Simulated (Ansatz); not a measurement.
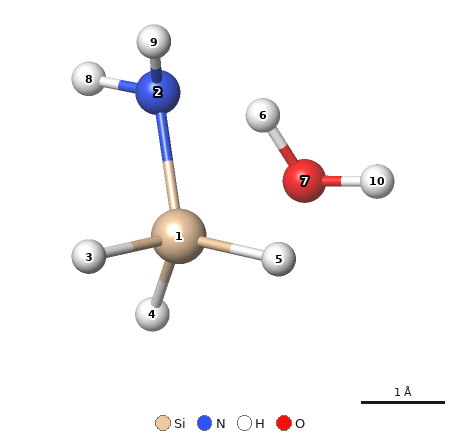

Starting structure of SiNH7O (started from a transition state, displaced along its imaginary mode). Style: ball-and-stick. Shown at a tilt.

Level of theory: RKS PBE0-D4/def2-TZVP in Ansatz 0.2.0.

Input
```yaml
crystal:
  periodic: [false, false, false]
  atoms:
    - {symbol: Si, position_ang: [-0.821922, -0.053971, -0.329162]}
    - {symbol: N, position_ang: [0.426471, -0.734021, 0.785590]}
    - {symbol: H, position_ang: [-1.849661, -1.129647, -0.314524]}
    - {symbol: H, position_ang: [-1.558014, 1.127047, 0.197976]}
    - {symbol: H, position_ang: [-0.425547, -0.052921, -1.775230]}
    - {symbol: H, position_ang: [1.129298, 0.506468, 0.296216]}
    - {symbol: O, position_ang: [0.882070, 1.342397, -0.170821]}
    - {symbol: H, position_ang: [0.128456, -0.743055, 1.757005]}
    - {symbol: H, position_ang: [0.733646, -1.674032, 0.560568]}
    - {symbol: H, position_ang: [1.355404, 1.411636, -1.007617]}
basis:
  gaussian: {orbitals: def2-TZVP}
hamiltonian: {xc: pbe0, dispersion: d4}
relax: {f_tol: 0.005, max_steps: 200}
```

Command:
```bash
ansatz run in.yaml --threads 2 --pin off --events-out ev --progress --plain --max-ram 4352MiB
```

Question: What does the optimiser find from here?

Answer: The atom that moves furthest after the best rigid fit is O7 (1.04 Å). Largest moves by element: O 1.04 Å, H 0.82 Å, Si 0.59 Å, N 0.30 Å. Among the contacts that change: Si1–O7 2.209 → 3.780 Å, Si1–H6 2.124 → 2.965 Å, N2–H6 1.507 → 1.998 Å, Si1–N2 1.807 → 1.739 Å. Among the angles between lasting bonds that change: N2–Si1–H3 101.5° → 114.7°, N2–Si1–H4 115.0° → 107.3°, H4–Si1–H5 118.2° → 110.9°. Over 21 accepted moves (24 points after the start) the energy falls by 15.7 kcal/mol. The largest force component goes from 1.9 to 0.0047 eV/Å. The line search rejected the trial steps at points 5, 8, 13 of the run. The run took 47 s on 2 threads of Arm Neoverse V2, on a shared host.

History of the run:

```csv
step,"E − E(0), kcal/mol","largest force component, eV/Å",note
0,0.00,1.8676,
1,-4.24,0.6567,
2,-9.73,1.2946,
3,-12.79,1.4433,
4,-14.19,0.7515,
5,-14.03,1.9228,rejected
6,-15.12,0.2311,
7,-15.38,0.1659,
8,-13.80,0.9482,rejected
9,-15.51,0.1416,
10,-15.60,0.0278,
11,-15.62,0.0119,
12,-15.64,0.0168,
13,-15.63,0.1873,rejected
14,-15.64,0.0119,
15,-15.65,0.1658,
16,-15.66,0.0199,
17,-15.66,0.0212,
18,-15.66,0.0402,
19,-15.66,0.0146,
20,-15.66,0.0135,
21,-15.66,0.0075,
22,-15.66,0.0027,
23,-15.66,0.0042,
24,-15.66,0.0047,
```

The structure at the end:

```xyz
10

Si   -1.2639   -0.4381   -0.3148
N     0.1876   -0.7065    0.6039
H    -2.3020   -1.4975   -0.1629
H    -1.8364    0.8533    0.1331
H    -0.8766   -0.3783   -1.7467
H     1.3359    0.8832    0.2213
O     1.8133    1.7195    0.0909
H     0.1168   -0.6072    1.6073
H     0.7249   -1.5354    0.3919
H     2.1006    1.7069   -0.8238
```

The end point in the same view:

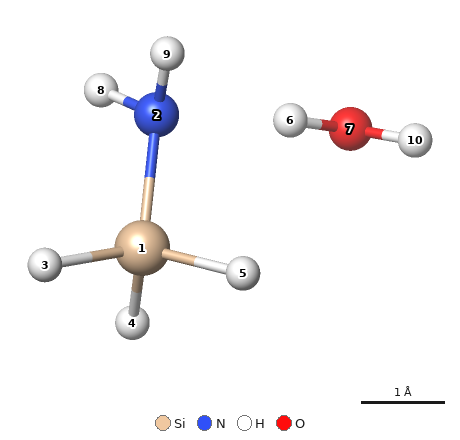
